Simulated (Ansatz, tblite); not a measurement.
# C₁₂H₁₈Si₂: which spin state is lowest

Aim: set other spin states of C₁₂H₁₈Si₂ against its singlet, on many levels of theory.

The runs use Ansatz 0.2.0, Gaussian basis; as each input shows.

The runs, in order: triplet, at the geometry of the singlet (GFN1-xTB, GFN2-xTB, PBE0-D4/def2-SVP, PBE-D4/def2-SVP); the singlet's energies come from earlier runs.

4 further runs of the same task are left out: 4 that didn't finish.

## 1. The geometry

The geometry is that of the singlet, from an earlier relaxation (PBE-D4/def2-SVP).

SMILES `C[Si]1(C)C=CC=C1C1=CC=C[Si]1(C)C`, 32 atoms, charge 0, spin multiplicity 1.

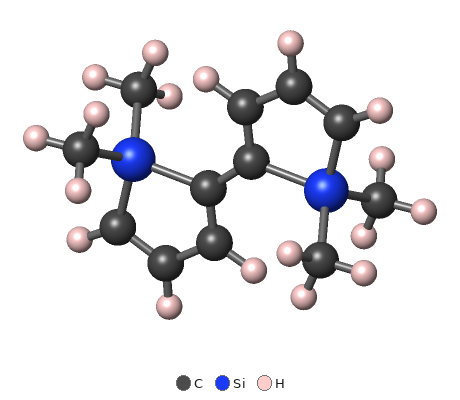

The geometry (carbon dark grey, silicon blue, hydrogen pink).

## 2. Triplet at the fixed geometry, GFN1-xTB

Tight binding, by tblite at 300 K electronic temperature and without a spin-polarisation term:

```python
tblite.interface.Calculator('GFN1-xTB', numbers, positions, charge=0, uhf=2).singlepoint()
```

Energy -1050.6474 eV; 0.031 s.

## 3. Triplet at the fixed geometry, GFN2-xTB

Tight binding, by tblite at 300 K electronic temperature and without a spin-polarisation term:

```python
tblite.interface.Calculator('GFN2-xTB', numbers, positions, charge=0, uhf=2).singlepoint()
```

Energy -1037.2459 eV; 0.026 s.

## 4. Triplet at the fixed geometry, PBE0-D4/def2-SVP

Input file in.yaml:

```yaml
crystal:
  periodic: [false, false, false]
  atoms:
    - {symbol: C, position_ang: [2.957322, 1.551830, -0.956654]}
    - {symbol: Si, position_ang: [2.404542, -0.141676, -0.318122]}
    - {symbol: C, position_ang: [2.681054, -1.487609, -1.619378]}
    - {symbol: C, position_ang: [3.113531, -0.573158, 1.373655]}
    - {symbol: C, position_ang: [2.056482, -0.665469, 2.237893]}
    - {symbol: C, position_ang: [0.713478, -0.426638, 1.696103]}
    - {symbol: C, position_ang: [0.614542, -0.126108, 0.350671]}
    - {symbol: C, position_ang: [-0.613956, 0.133359, -0.349055]}
    - {symbol: C, position_ang: [-0.712737, 0.435428, -1.694161]}
    - {symbol: C, position_ang: [-2.056319, 0.667622, -2.237380]}
    - {symbol: C, position_ang: [-3.114084, 0.568539, -1.374748]}
    - {symbol: Si, position_ang: [-2.404674, 0.141022, 0.317930]}
    - {symbol: C, position_ang: [-2.947045, -1.555500, 0.957200]}
    - {symbol: C, position_ang: [-2.691710, 1.486230, 1.617721]}
    - {symbol: H, position_ang: [4.036065, 1.549658, -1.216827]}
    - {symbol: H, position_ang: [2.787339, 2.329821, -0.185476]}
    - {symbol: H, position_ang: [2.384866, 1.837569, -1.863215]}
    - {symbol: H, position_ang: [3.751735, -1.559360, -1.902119]}
    - {symbol: H, position_ang: [2.096319, -1.273340, -2.537686]}
    - {symbol: H, position_ang: [2.357299, -2.473701, -1.229900]}
    - {symbol: H, position_ang: [4.149770, -0.737461, 1.705125]}
    - {symbol: H, position_ang: [2.170342, -0.908292, 3.309897]}
    - {symbol: H, position_ang: [-0.166188, -0.492590, 2.361807]}
    - {symbol: H, position_ang: [0.167334, 0.505851, -2.358807]}
    - {symbol: H, position_ang: [-2.169955, 0.912151, -3.308985]}
    - {symbol: H, position_ang: [-4.150568, 0.729583, -1.707011]}
    - {symbol: H, position_ang: [-2.777351, -2.331852, 0.184293]}
    - {symbol: H, position_ang: [-4.024280, -1.558981, 1.223632]}
    - {symbol: H, position_ang: [-2.368302, -1.839135, 1.860367]}
    - {symbol: H, position_ang: [-2.367717, 2.473074, 1.230402]}
    - {symbol: H, position_ang: [-3.764511, 1.555585, 1.892779]}
    - {symbol: H, position_ang: [-2.112644, 1.273550, 2.540039]}
basis:
  gaussian: {orbitals: def2-SVP}
magnetization: {spin_polarized: true, initial_magnetization: 2}
hamiltonian: {xc: pbe0, dispersion: d4}
scf: {omitted_lower_state_checks: [starts]}
output: {orbitals: {seedname: orbitals}}
```

Launch:

```
> ansatz run in.yaml --threads 4 --pin off --events-out ev --progress --plain --max-ram 6963MiB
```

Standard output:

```text
Functional definition: PBE0
  name "PBE0"
  cite "Adamo & Barone, J. Chem. Phys. 110, 6158 (1999) doi:10.1063/1.478522"
  cite "Perdew, Burke & Ernzerhof, Phys. Rev. Lett. 77, 3865 (1996) doi:10.1103/PhysRevLett.77.3865"
  parent pbe
  parameter a = 0.25
  parameter kappa = 0.804
  parameter beta = 0.06672455060314922
  exchange = (1 - a)*pbe_x(kappa = kappa, mu = beta*pi^2/3) + a*exact_x
  correlation = pbe_c(beta = beta)
these checks for a lower state are left out or cut short: starts
3034 factors; integrals over basis functions are off by at most 1.4e-3 eV
mean field evaluation 1: about -28434.1500 eV, gradient 6.4e1 eV
mean field evaluation 2: about -28433.6422 eV, gradient 6.3e1 eV
mean field evaluation 4: about -28454.7964 eV, gradient 2.6e0 eV
mean field evaluation 8: about -28455.3143 eV, gradient 4.1e-1 eV
mean field evaluation 16: about -28455.3180 eV, gradient 5.5e-3 eV
mean field -28455.31799657 eV, -1045.7136486668 hartree, gradient 2.1e-5 eV, S^2 2.038420; 0 other end points of the search recorded, 0 dependent functions left out
reference -28455.31804454 eV, -1045.7136504296 hartree; 60, 58 occupied and 234, 236 virtual orbitals, 3034 factors
Total energy: -28456.28794729 eV, -1045.7492936983 hartree
Checks for a lower state left out: starts
```

It took 28 s on 4 threads of Arm Neoverse V1, shared host; peak memory 1.9 GiB.

Report: HOMO -3.96 eV, LUMO -3.49 eV (over both spins); ⟨S²⟩ 2.038 (pure: 2.00).

## 5. Triplet at the fixed geometry, PBE-D4/def2-SVP

start.molden holds the orbitals of an earlier run on this state, given as this run's starting guess.

in.yaml, as its differences from that of step 4:

```diff
@@ -36,5 +36,5 @@
 basis:
-  gaussian: {orbitals: def2-SVP}
+  gaussian: {orbitals: def2-SVP, initial_orbitals: start.molden}
 magnetization: {spin_polarized: true, initial_magnetization: 2}
-hamiltonian: {xc: pbe0, dispersion: d4}
+hamiltonian: {xc: pbe, dispersion: d4}
 scf: {omitted_lower_state_checks: [starts]}
```

Same command.

Standard output:

```text
Functional definition: PBE
  name "PBE"
  cite "Perdew, Burke & Ernzerhof, Phys. Rev. Lett. 77, 3865 (1996) doi:10.1103/PhysRevLett.77.3865"
  parent pbe
  parameter kappa = 0.804
  parameter beta = 0.06672455060314922
  exchange = pbe_x(kappa = kappa, mu = beta*pi^2/3)
  correlation = pbe_c(beta = beta)
these checks for a lower state are left out or cut short: starts
3332 factors; their error is unknown
mean field evaluation 1: about -28451.8237 eV, gradient 6.8e0 eV
mean field evaluation 2: about -28452.0452 eV, gradient 2.6e-1 eV
mean field evaluation 4: about -28451.8486 eV, gradient 1.1e-2 eV
mean field -28451.84857666 eV, -1045.5861498368 hartree, gradient 3.7e-5 eV, S^2 2.011476; 0 other end points of the search recorded, 0 dependent functions left out
reference -28451.84863661 eV, -1045.5861520397 hartree; 60, 58 occupied and 234, 236 virtual orbitals, 3332 factors
Total energy: -28452.96102552 eV, -1045.6270315783 hartree
Checks for a lower state left out: starts
```

Run time: 13 s. Hardware: 4 threads of Arm Neoverse V1, shared host; peak memory 0.75 GiB.

From the report: HOMO -3.15 eV, LUMO -4.27 eV (over both spins; with the spin held, an empty level of the minority spin lies below the top filled one); ⟨S²⟩ 2.011 (pure: 2.00).

## 6. Triplet less singlet, vertical

The singlet's energies are those of its earlier runs, whose logs aren't repeated here.

| level | triplet less singlet, vertical (eV) | time |
| --- | --- | --- |
| GFN1-xTB | +1.796 | 0.061 s |
| GFN2-xTB | +1.798 | 0.052 s |
| PBE-D4/def2-SVP | +1.551 | 20 s |
| PBE0-D4/def2-SVP | +1.540 | 43 s |

Times add the two runs; a level without a time comes out of a correlated run. Tight binding without a spin term can't rank spin states.

## 7. Summary of results

```
                                               quantity                                   value
triplet less singlet, vertical, functionals in def2-SVP  +1.540 (PBE0-D4) to +1.551 eV (PBE-D4)
```

**Reading.** All functionals put the triplet above the singlet, over a spread of 0.011 eV. The checks for a lower triplet were left out, so another state of that spin may lie lower. These are electronic energies, without zero-point motion, entropy or surroundings.
